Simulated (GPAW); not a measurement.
**KNaCl2 (R-3m): one start, several treatments of the self-energy**

How much does the gap of KNaCl2 (R-3m) depend on the approximation to the self-energy?

Program: GPAW 26.7.0. Level of theory: LDA and many-body steps on it, plane waves. Results are calculated unless marked as measured.

**1. The starting structure**

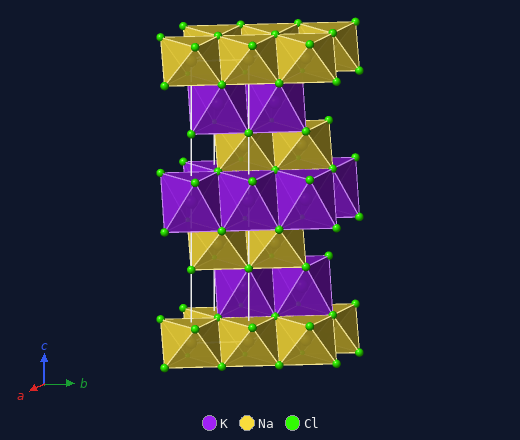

The starting structure, seen slightly off an axis (potassium purple, sodium yellow, chlorine green). 1×2×1 cells are drawn. This picture shows the conventional cell, with its axes. Some periodic images of atoms are drawn too.

As a file:

```cif
data_structure
_symmetry_space_group_name_H-M 'R-3m:H'
_symmetry_Int_Tables_number 166
_cell_length_a 4.1726
_cell_length_b 4.1726
_cell_length_c 20.8485
_cell_angle_alpha 90.000
_cell_angle_beta 90.000
_cell_angle_gamma 120.000
_cell_volume 314.36
loop_
_atom_site_label
_atom_site_type_symbol
_atom_site_symmetry_multiplicity
_atom_site_Wyckoff_symbol
_atom_site_fract_x
_atom_site_fract_y
_atom_site_fract_z
_atom_site_occupancy
K1 K 3 b 0.66667 0.33333 0.83333 1
Na1 Na 3 a 0.00000 0.00000 0.00000 1
Cl1 Cl 6 c 0.00000 0.00000 0.74047 1
```

The cell and positions are those that the Materials Project relaxed with its own functionals (PBE, PBE+U or r2SCAN), kept fixed.

**2. Empty states on the mesh, 4×4×4 mesh, 180 bands**

This step: GPAW 26.7.0; DFT, LDA, plane waves, PAW.

The sums over transitions need many empty states on a uniform mesh; this step solves for them.

run.py reads:

```python
import json
import numpy as np
from gpaw.mpi import world
from gpaw import GPAW

calc = GPAW('gs.gpw').fixed_density(kpts={'size': (4, 4, 4), 'gamma': True},
    parallel={'domain': 1, 'band': 1},
    txt='nscf.txt')
calc.diagonalize_full_hamiltonian(nbands=180)
calc.write('full.gpw', mode='all')
res = {}
kpts = calc.get_ibz_k_points()
res['kpts'] = kpts
res['eigenvalues'] = [calc.get_eigenvalues(kpt=k) for k in range(len(kpts))]
res['n_electrons'] = calc.get_number_of_electrons()

if world.rank == 0:
    with open('result.json', 'w') as f:
        json.dump(res, f, default=lambda x: x.tolist())
```

Launch:

```console
> mpirun -n 4 gpaw python run.py
```

Numbers of over 12 decimals in the logs are rounded to 6 here.

What it wrote:

```text
Diagonalizing LCAO Hamiltonian
Converting LCAO to pw mode
convergence criteria:
- Maximum integral of absolute [eigenst]ate change: 4e-08 eV^2 / valence electron
maximum number of iterations: 100

SCF iterations
|iter     |     time |      energy | eigst |  dens |
|iter:   1|  |             | +0.81 |       |
|iter:   2|  |             | +0.19 |       |
|iter:   3|  |             | -0.77 |       |
[...]
|iter:  21|  |             | -7.07 |       |
|iter:  22|  |             | -7.32 |       |
|iter:  23|  |             | -7.59c|       |
SCF steps: 23
  __  _  _
 | _ |_)|_||  |
 |__||  | ||/\| - 26.7.0

Input parameters:
  mode=PW(ecut=450.000000),
  convergence={'density': 1e-06, 'bands': -3},
  gpts=array([36, 36, 36]),
  kpts=MonkhorstPack(size=(4, 4, 4), gamma=True),
  maxiter=100,
  nbands=23,
  occupations=Occupations(name='fermi-dirac', width=0.001, fixmagmom=False),
  parallel={'domain': 1, 'band': 1},
  xc=XC(name='LDA')
Matrix size: 2293x2293
# Writing to full.gpw (mode='all')
  [... matrices ...]

timing:  # [seconds]
  Total: 82.976  # ━━━━━━━━━━━━━━━━━━━━━━━━━━━━━━━━━━━━━━━━━━━━━━━━━━━━━━━━━━
```

Wall time 1.9 min (4 MPI ranks of Arm Neoverse N1, shared host); peak memory 2.4 GiB; 7.4 min of CPU time.

This step gave:

```
gap                                                           : 4.696 eV
k of the valence top                                          : 0, 0, 0
k of the conduction bottom                                    : 0, 0, 0
least direct gap                                              : 4.696 eV
k points computed                                             : 13
lowest point of the top converged band, above the valence top : 73.2555 eV
```

On this mesh the gap is 4.696 eV.

**3. G0W0, Godby-Needs plasmon pole**

G0W0 replaces the xc potential by the self-energy, built once from these orbitals. Only a window of levels is corrected, while the sums run over the empty bands that the input names.

This step: G0W0 on LDA, plane waves, PAW.

run.py reads:

```python
import json
import numpy as np
from gpaw.mpi import world
from gpaw.response.g0w0 import G0W0

gw = G0W0('full.gpw',
    filename='gw',
    kpts=[0],
    bands=(13, 17),
    ecut=48,
    nbands=79,
    integrate_gamma='WS',
    ppa=True)
gw.calculate()
res = {mode: {k: v for k, v in r.items() if k != 'sigma_eskwn'}
       for mode, r in gw.all_results.items()}

if world.rank == 0:
    with open('result.json', 'w') as f:
        json.dump(res, f, default=lambda x: x.tolist())
```

Launch:

```console
> mpirun -n 4 gpaw python run.py
```

What it wrote:

```text
Using integrator: PointIntegrator
FrequencyGridDescriptor(from 0.000+0.000j to 0.000+27.211j eV, 2 points)
Nonperiodic BCs:  [False False False]
Using integrator: PointIntegrator
FrequencyGridDescriptor(from 0.000+0.000j to 0.000+27.211j eV, 2 points)
Nonperiodic BCs:  [False False False]
  ___  _ _ _
 |   || | | |
 | | || | | |
 |__ ||_____|
 |___|

BZ k-points: Symmetries present (total): 12

  [... matrices ...]
64 k-points: 4 x 4 x 4 Monkhorst-Pack grid + [1/8,1/8,1/8]
13 k-points in the irreducible part of the Brillouin zone
       k-points in crystal coordinates                weights
   0:     0.00000000    0.00000000    0.00000000          1/64
   1:     0.25000000    0.00000000   -0.25000000          6/64
   2:     0.25000000    0.00000000    0.00000000          6/64
   3:     0.25000000    0.25000000   -0.25000000          6/64
   4:     0.25000000    0.25000000    0.00000000          6/64
   5:     0.25000000    0.25000000    0.25000000          2/64
   6:     0.50000000    0.00000000    0.00000000          3/64
   7:     0.50000000    0.25000000   -0.25000000          6/64
   8:     0.50000000    0.25000000    0.00000000         12/64
   9:     0.50000000    0.25000000    0.25000000          6/64
          ...
  12:     0.50000000    0.50000000    0.50000000          1/64

Distributing spins, k-points and bands (1 x 1 x 4) over 4 processes
Number of blocks: 1

Quasi particle states:
k-points (IBZ indices): [0]
Band range: (13, 17)
  [... matrices ...]
Computational parameters:
Plane wave cut-off: 48 eV
Number of bands: 79
Coulomb cutoff: None
Broadening: 0.1 eV

fxc modes: GW
Kernel: RPA
Using Godby-Needs plasmon-pole approximation:
  Fitting energy: i*E0, E0 = 1.000 Hartree
Summing all q:

Calculating screened Coulomb potential
No Coulomb truncation
FrequencyGridDescriptor(from 0.000+0.000j to 0.000+27.211j eV, 2 points)
Removing empty qpoint cache files...

Calculating chi0 body with:
    Ground state adapter containing:
    Number of spins: 1
    Number of kpoints: 64
    Number of irreducible kpoints: 13
    Number of completely occupied states: 15
    Number of partially occupied states: 15
    Occupied states memory: 10.6787109375 M / cpu

    Linear response parametrization:
    q_c: [0.0, 0.0, 0.0]
    Number of frequency points: 2
    Planewave cutoff: 48.0
    Number of bands: 79
    Number of planewaves: 91
    Broadening (eta): 1e-06
    comm.size: 4
    kncomm.size: 4
    blockcomm.size: 1

    Memory estimate of potentially large arrays:
        chi0_wGG: 0.252716 M / cpu
Integrating chi0 body.

Symmetries of q_c:
    Direct symmetries (Uq -> q): 12
    Indirect symmetries (TUq -> q): 0
In total 12 allowed symmetries.

  [... matrices ...]
13 groups of equivalent kpoints. 79.6875% reduction.

Integral kind: response function
Integrating chi0 head and wings.

Symmetries of q_c:
    Direct symmetries (Uq -> q): 12
    Indirect symmetries (TUq -> q): 0
In total 12 allowed symmetries.

  [... matrices ...]
13 groups of equivalent kpoints. 79.6875% reduction.

Integral kind: response function wings

Calculating chi0 body with:
    Ground state adapter containing:
    Number of spins: 1
    Number of kpoints: 64
    Number of irreducible kpoints: 13
    Number of completely occupied states: 15
    Number of partially occupied states: 15
    Occupied states memory: 10.6787109375 M / cpu

    Linear response parametrization:
[... the further q-points ...]

Results:
f:      Occupation numbers
eps:     KS-eigenvalues [eV]
vxc:     KS vxc [eV]
exx:     Exact exchange [eV]
sigma:   Self-energies [eV]
dsigma:  Self-energy derivatives
Z:       Renormalization factors
qp:      QP-energies [eV]

k-point 0 (0): (0.000, 0.000, 0.000)                GW
band       f     eps     vxc     exx   sigma  dsigma       Z      qp
                                                                   GW
  13   1.000  -0.502 -16.703 -20.906   2.547  -0.218   0.821  -1.861
  14   1.000  -0.497 -16.732 -20.919   2.537  -0.218   0.821  -1.852
  15   0.000   4.199  -9.312  -4.908  -2.816  -0.147   0.872   5.583
  16   0.000   6.516  -8.667  -4.153  -2.814  -0.150   0.870   7.995
```

It took 3.1 min on 4 MPI ranks; peak memory 2 GiB.

This step gave:

* G0W0 gap on the points computed: 7.435 eV
* least direct G0W0 gap on the computed points: 7.435 eV
* Z at the valence top: 0.8210
* Z at the conduction bottom: 0.8716
* starting gap on the mesh: 4.696 eV
* k of the valence top: 0, 0, 0
* k of the conduction bottom: 0, 0, 0

The gap on the mesh goes from 4.70 eV to 7.44 eV, a correction of +2.74 eV.

**4. One-shot HSE06**

This step: one-shot HSE06 levels on LDA orbitals, plane waves, PAW.

run.py reads:

```python
import json
import numpy as np
from gpaw.mpi import world
from gpaw.hybrids.eigenvalues import non_self_consistent_eigenvalues

dft, vxc, vxc_hyb = non_self_consistent_eigenvalues('full.gpw', 'HSE06', 13, 17, kpt_indices=[0])
res = {'dft': dft[0], 'hybrid': (dft - vxc + vxc_hyb)[0]}
if world.rank == 0:
    with open('hybrid.txt', 'w') as f:
        for k, e0, e1 in zip([0], res['dft'], res['hybrid']):
            print(k, ' '.join(f'{x:9.4f}' for x in e0), '|', ' '.join(f'{x:9.4f}' for x in e1), file=f)

if world.rank == 0:
    with open('result.json', 'w') as f:
        json.dump(res, f, default=lambda x: x.tolist())
```

Launch:

```console
> mpirun -n 4 gpaw python run.py
```

What it wrote:

```text
builder.py:213: UserWarning: The angles between your unit-cell vectors are 33.0, 33.0 and 33.0 degrees.  Results may be wrong!  Please Niggli-reduce your unit-cell so that the angles are closer to 90 degrees:

  from ase.build import niggli_reduce
  niggli_reduce(atoms)
  [... matrices ...]
  warnings.warn(
builder.py:213: UserWarning: The angles between your unit-cell vectors are 33.0, 33.0 and 33.0 degrees.  Results may be wrong!  Please Niggli-reduce your unit-cell so that the angles are closer to 90 degrees:

  from ase.build import niggli_reduce
  niggli_reduce(atoms)
  [... matrices ...]
  warnings.warn(
builder.py:213: UserWarning: The angles between your unit-cell vectors are 33.0, 33.0 and 33.0 degrees.  Results may be wrong!  Please Niggli-reduce your unit-cell so that the angles are closer to 90 degrees:

  from ase.build import niggli_reduce
  niggli_reduce(atoms)
  [... matrices ...]
  warnings.warn(
builder.py:213: UserWarning: The angles between your unit-cell vectors are 33.0, 33.0 and 33.0 degrees.  Results may be wrong!  Please Niggli-reduce your unit-cell so that the angles are closer to 90 degrees:

  from ase.build import niggli_reduce
  niggli_reduce(atoms)
  [... matrices ...]
  warnings.warn(
IBZ(<points: 13, symmetries: 12>)
Occupied bands: 15
Transforming wave functions from IBZ to BZ: 0.061 seconds
Distributing wave functions and iFFT-ing to real space: 0.761 seconds
Calculating eigenvalues:
  k-points: 1
  Bands: 13-16 (inclusive)
  Seconds: 1.675 (wave-function broadcasting: 0.011 seconds)
HSE06-eigenvalue shifts:
  min: -0.925 eV
  ave: -0.050 eV
  max: 0.832 eV
```

The job ended after 6.9 s (4 MPI ranks; peak memory 1.5 GiB).

Numbers from this step:

```yaml
starting_gap_on_the_mesh: 4.696 eV
hybrid_gap_on_the_mesh: 6.452 eV
least_direct_hybrid_gap_on_the_computed_points: 6.452 eV
```

**5. G0W0, extrapolated in the cutoff**

This step: G0W0 on LDA, plane waves, PAW.

run.py reads:

```python
import json
import numpy as np
from gpaw.mpi import world
from gpaw.response.g0w0 import G0W0

gw = G0W0('full.gpw',
    filename='gw',
    kpts=[0],
    bands=(13, 17),
    ecut=80.0,
    integrate_gamma='WS',
    ppa=True,
    ecut_extrapolation=True)
gw.calculate()
res = {mode: {k: v for k, v in r.items() if k != 'sigma_eskwn'}
       for mode, r in gw.all_results.items()}

if world.rank == 0:
    with open('result.json', 'w') as f:
        json.dump(res, f, default=lambda x: x.tolist())
```

Launch:

```console
> mpirun -n 4 gpaw python run.py
```

What it wrote:

```text
Using integrator: PointIntegrator
FrequencyGridDescriptor(from 0.000+0.000j to 0.000+27.211j eV, 2 points)
Nonperiodic BCs:  [False False False]
Using integrator: PointIntegrator
FrequencyGridDescriptor(from 0.000+0.000j to 0.000+27.211j eV, 2 points)
Nonperiodic BCs:  [False False False]
  ___  _ _ _
 |   || | | |
 | | || | | |
 |__ ||_____|
 |___|

BZ k-points: Symmetries present (total): 12

  [... matrices ...]
64 k-points: 4 x 4 x 4 Monkhorst-Pack grid + [1/8,1/8,1/8]
13 k-points in the irreducible part of the Brillouin zone
       k-points in crystal coordinates                weights
   0:     0.00000000    0.00000000    0.00000000          1/64
   1:     0.25000000    0.00000000   -0.25000000          6/64
   2:     0.25000000    0.00000000    0.00000000          6/64
[...]
9:     0.50000000    0.25000000    0.25000000          6/64
          ...
  12:     0.50000000    0.50000000    0.50000000          1/64

Distributing spins, k-points and bands (1 x 1 x 4) over 4 processes
Number of blocks: 1

Quasi particle states:
k-points (IBZ indices): [0]
Band range: (13, 17)
  [... matrices ...]
Computational parameters:
Extrapolating to infinite plane wave cut-off using points at:
  68.942 eV
  73.959 eV
  80.000 eV
Number of bands: 170
Coulomb cutoff: None
Broadening: 0.1 eV

fxc modes: GW
Kernel: RPA
Using Godby-Needs plasmon-pole approximation:
  Fitting energy: i*E0, E0 = 1.000 Hartree
Summing all q:

Calculating screened Coulomb potential
No Coulomb truncation
FrequencyGridDescriptor(from 0.000+0.000j to 0.000+27.211j eV, 2 points)
Removing empty qpoint cache files...

Calculating chi0 body with:
    Ground state adapter containing:
    Number of spins: 1
    Number of kpoints: 64
    Number of irreducible kpoints: 13
    Number of completely occupied states: 15
    Number of partially occupied states: 15
    Occupied states memory: 10.6787109375 M / cpu

    Linear response parametrization:
    q_c: [0.0, 0.0, 0.0]
    Number of frequency points: 2
    Planewave cutoff: 80.0
    Number of bands: 170
    Number of planewaves: 149
    Broadening (eta): 1e-06
    comm.size: 4
    kncomm.size: 4
    blockcomm.size: 1

    Memory estimate of potentially large arrays:
        chi0_wGG: 0.677521 M / cpu
Integrating chi0 body.

Symmetries of q_c:
    Direct symmetries (Uq -> q): 12
    Indirect symmetries (TUq -> q): 0
In total 12 allowed symmetries.

  [... matrices ...]
13 groups of equivalent kpoints. 79.6875% reduction.

Integral kind: response function
Integrating chi0 head and wings.

Symmetries of q_c:
    Direct symmetries (Uq -> q): 12
    Indirect symmetries (TUq -> q): 0
In total 12 allowed symmetries.

  [... matrices ...]
13 groups of equivalent kpoints. 79.6875% reduction.

Integral kind: response function wings

Calculating chi0 body with:
    Ground state adapter containing:
    Number of spins: 1
    Number of kpoints: 64
    Number of irreducible kpoints: 13
    Number of completely occupied states: 15
    Number of partially occupied states: 15
    Occupied states memory: 10.6787109375 M / cpu

[... the further q-points ...]
Extrapolating selfenergy to infinite energy cutoff:
  Performing linear fit to 3 points
  Minimum R^2 = 0.9803. (R^2 Should be close to 1)
  [... matrices ...]
Results:
f:      Occupation numbers
eps:     KS-eigenvalues [eV]
vxc:     KS vxc [eV]
exx:     Exact exchange [eV]
sigma:   Self-energies [eV]
dsigma:  Self-energy derivatives
Z:       Renormalization factors
qp:      QP-energies [eV]

k-point 0 (0): (0.000, 0.000, 0.000)                GW
band       f     eps     vxc     exx   sigma  dsigma       Z      qp
                                                                   GW
  13   1.000  -0.502 -16.703 -20.906   1.896  -0.238   0.808  -2.365
  14   1.000  -0.497 -16.732 -20.919   1.892  -0.240   0.807  -2.349
  15   0.000   4.199  -9.312  -4.908  -3.040  -0.153   0.867   5.382
  16   0.000   6.516  -8.667  -4.153  -3.112  -0.153   0.867   7.732
```

Run time: 9.6 min. Hardware: 4 MPI ranks; peak memory 2 GiB; 38 min of CPU time.

Numbers from this step:

| Quantity | Value |
| --- | --- |
| quasiparticle gap on the points computed | 7.730 eV |
| least direct quasiparticle gap on the computed points | 7.730 eV |
| Z at the valence top | 0.8068 |
| Z at the conduction bottom | 0.8670 |
| starting gap on the mesh | 4.696 eV |
| k of the valence top | 0, 0, 0 |
| k of the conduction bottom | 0, 0, 0 |
| gaps at the cutoffs of the extrapolation | 7.502, 7.523, 7.548 eV |

Against G0W0 in GPAW (4×4×4 mesh, 79 bands, screening to 48 eV, Godby-Needs plasmon pole), the gap moves by +0.295 eV.

(Continued in part 2 of 2.)

[Paths, hosts, dates, memory and timing lines, banners, echoed tables and standing remarks are left out of the program output.]

[Logs are printed without paths, hosts, clocks, repeated set-up lines and the standing remarks that a program may print on its own settings, such as how far it seeks lower states.]

[Runs of the session that timed out or met a known fault of the program may be left out.]

[Hosts, paths, dates, database ids (printed as entryN), source tags and the programs' standing remarks are cut or masked in the printed files.]
